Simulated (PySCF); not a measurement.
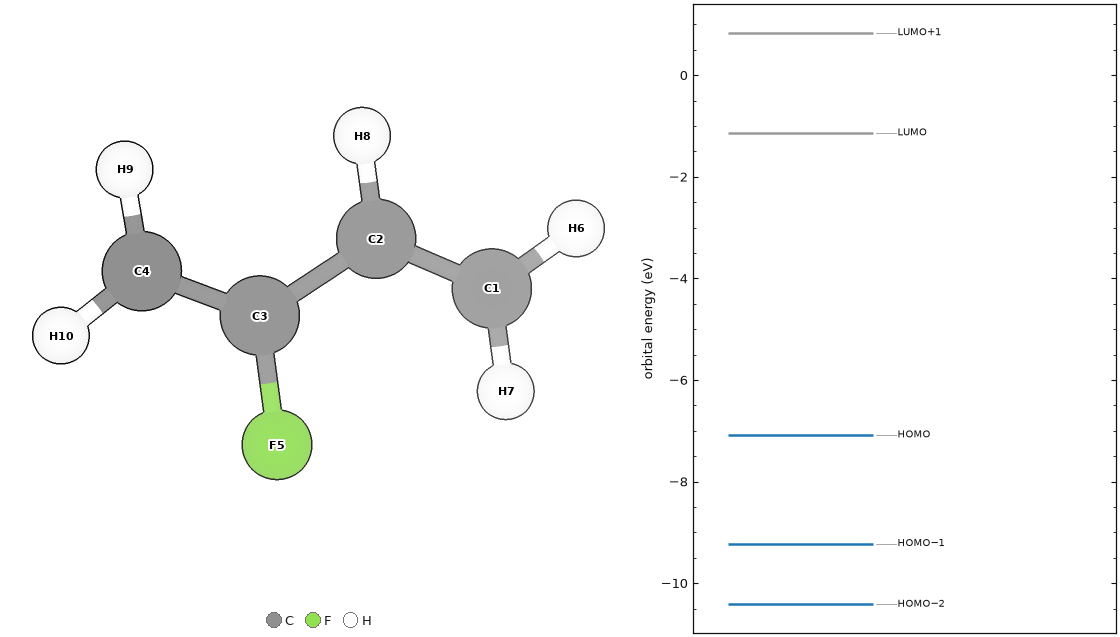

C₄H₅F, SMILES C=CC(=C)F. Kohn-Sham orbital energies near the frontier, PBE0/def2-SVPD, PySCF 2.14.0, at a GFN2-xTB geometry (no frequency check), isolated molecule; empty levels in grey, levels within 0.03 eV side by side.

Where do the frontier orbitals lie?

Answer. HOMO at −7.08 eV, LUMO at −1.13 eV, 5.95 eV apart.

On which atoms do HOMO and LUMO mostly sit?

Answer. HOMO: C4 30 %, C1 21 %, C3 20 %. LUMO: C1 27 %, C4 22 %, C2 18 % (Löwdin shares).

List the levels with the atoms that carry most of them (a dash for levels above zero or within 0.03 eV of another, where shares mean little).

Answer.
```tsv
orbital	energy (eV)	Löwdin shares
LUMO+1	0.84	–
LUMO	−1.13	C1 27 %, C4 22 %, C2 18 %
HOMO	−7.08	C4 30 %, C1 21 %, C3 20 %
HOMO−1	−9.22	C2 29 %, C1 19 %, C3 18 %
HOMO−2	−10.41	C2 21 %, C1 18 %, F5 17 %
```

Known limits of this run: the tight-binding geometry is rougher than a DFT one and adds to the error; one conformer of a flexible molecule; empty levels above zero depend strongly on the basis.
